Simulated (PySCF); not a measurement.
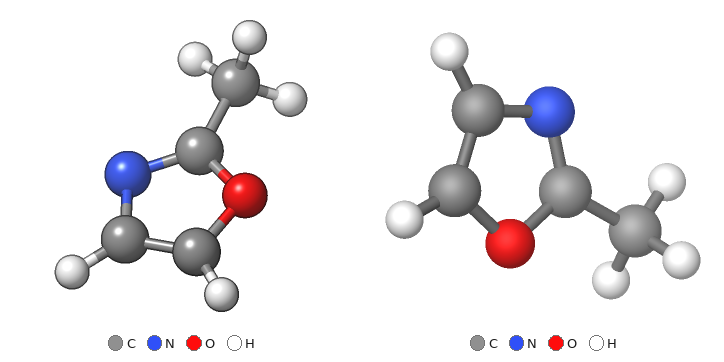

Both panels show the same species.

The computed structure is the end point of a PBE0-D3(BJ)/def2-TZVP optimisation. No frequency run is at hand to confirm it as a minimum.

> Give the formula.

C4H5NO, 11 atoms: 4 carbon, 5 hydrogen, 1 nitrogen and 1 oxygen.

> Write the SMILES.

Cc1ncco1

> Count the bonded pairs by element.

5 C–H, 2 C–C, 2 C–N, 2 C–O.

> Does it have rings?

Independent rings (smallest set): 1 of 5 members, 1 of them aromatic.

More results for the same structure follow; atom numbers are the same in all pictures, views and colours differ.

Dipole moment

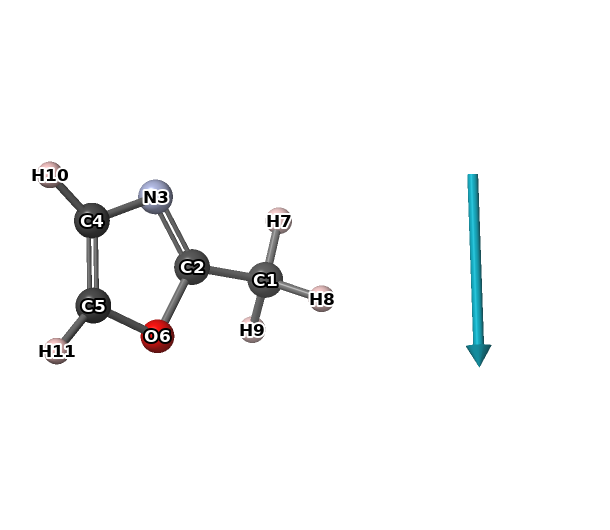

The arrow beside the molecule shows the direction of the dipole moment, from the negative to the positive end (its length means nothing). No frequency run is at hand to confirm it as a minimum. Properties computed with ωB97X-D/pcSseg-2 in chloroform (IEF-PCM) (PySCF 2.14.0).

> Estimate the dipole moment.

1.83 D; it points from the side of H10 to the side of H11 (the outermost atoms at the two ends).

Charges

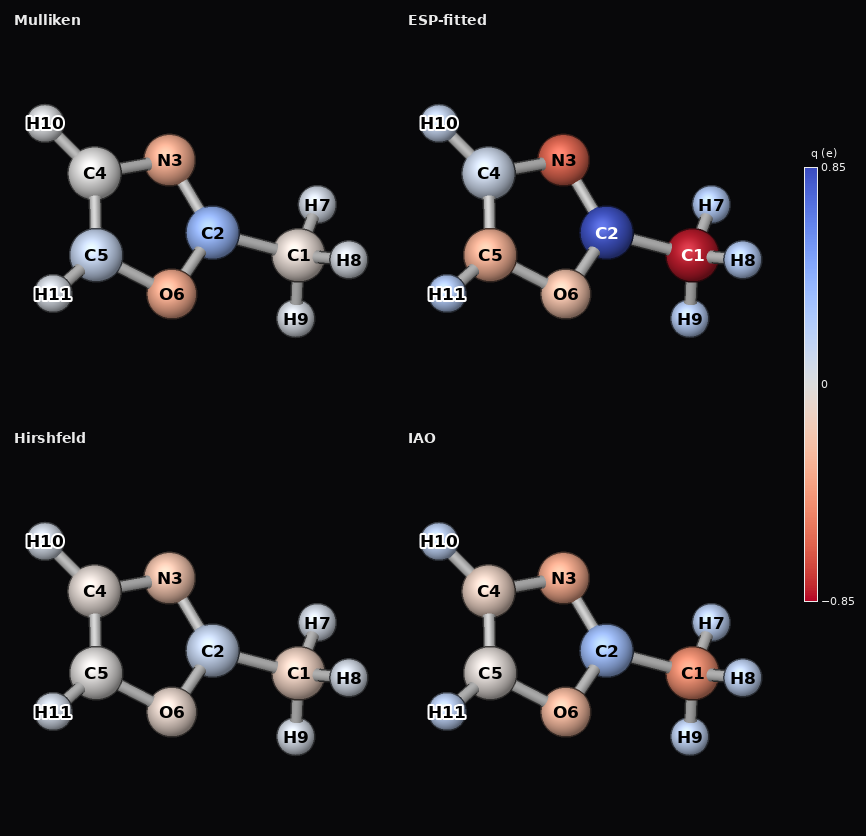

Atomic charges of one calculation by 4 schemes, on one colour scale. No frequency run is at hand to confirm it as a minimum. Method: PBE0/pcSseg-2 (PySCF 2.14.0).

> Which scheme gives the most polar picture (largest mean size of the charges)?

The ESP-fitted charges are the largest in size here, and the Hirshfeld charges the smallest.

> On which atom do the schemes disagree most?

On C1 (from −0.82 to −0.05 e).

List the charges (e), one line for each set of equivalent atoms.

```json
{"atom": "C1", "Mulliken": "−0.05", "ESP-fitted": "−0.82", "Hirshfeld": "−0.12", "IAO": "−0.46"}
{"atom": "C2", "Mulliken": "0.36", "ESP-fitted": "0.82", "Hirshfeld": "0.13", "IAO": "0.32"}
{"atom": "N3", "Mulliken": "−0.32", "ESP-fitted": "−0.61", "Hirshfeld": "−0.20", "IAO": "−0.34"}
{"atom": "C4", "Mulliken": "0.00", "ESP-fitted": "0.10", "Hirshfeld": "−0.04", "IAO": "−0.11"}
{"atom": "C5", "Mulliken": "0.13", "ESP-fitted": "−0.30", "Hirshfeld": "−0.01", "IAO": "−0.03"}
{"atom": "O6", "Mulliken": "−0.33", "ESP-fitted": "−0.21", "Hirshfeld": "−0.07", "IAO": "−0.26"}
{"atom": "H7", "Mulliken": "0.06", "ESP-fitted": "0.23", "Hirshfeld": "0.06", "IAO": "0.18"}
{"atom": "H8", "Mulliken": "0.05", "ESP-fitted": "0.22", "Hirshfeld": "0.06", "IAO": "0.17"}
{"atom": "H9", "Mulliken": "0.04", "ESP-fitted": "0.21", "Hirshfeld": "0.06", "IAO": "0.17"}
{"atom": "H10", "Mulliken": "0.02", "ESP-fitted": "0.13", "Hirshfeld": "0.06", "IAO": "0.17"}
{"atom": "H11", "Mulliken": "0.04", "ESP-fitted": "0.23", "Hirshfeld": "0.07", "IAO": "0.18"}
```

Levels of theory compared

No frequency run is at hand to confirm it as a minimum. Program: PySCF 2.14.0.

Compare HOMO energy (eV), HOMO–LUMO gap (eV) at these levels: B97-2/pcSseg-2; KT3/pcSseg-2; PBE0/pcSseg-2; WP04/pcSseg-2 in chloroform (IEF-PCM); ωB97X-D/pcSseg-2; ωB97X-D/pcSseg-2 in chloroform (IEF-PCM).

```json
{"level": "B97-2/pcSseg-2", "HOMO energy (eV)": "−6.75", "HOMO–LUMO gap (eV)": "6.73"}
{"level": "KT3/pcSseg-2", "HOMO energy (eV)": "−5.91", "HOMO–LUMO gap (eV)": "4.99"}
{"level": "PBE0/pcSseg-2", "HOMO energy (eV)": "−7.00", "HOMO–LUMO gap (eV)": "7.04"}
{"level": "WP04/pcSseg-2 in chloroform (IEF-PCM)", "HOMO energy (eV)": "−8.14", "HOMO–LUMO gap (eV)": "5.95"}
{"level": "ωB97X-D/pcSseg-2", "HOMO energy (eV)": "−8.82", "HOMO–LUMO gap (eV)": "10.68"}
{"level": "ωB97X-D/pcSseg-2 in chloroform (IEF-PCM)", "HOMO energy (eV)": "−8.83", "HOMO–LUMO gap (eV)": "10.69"}
```

Mulliken values depend strongly on the basis set and can even reverse the polarity of a bond.
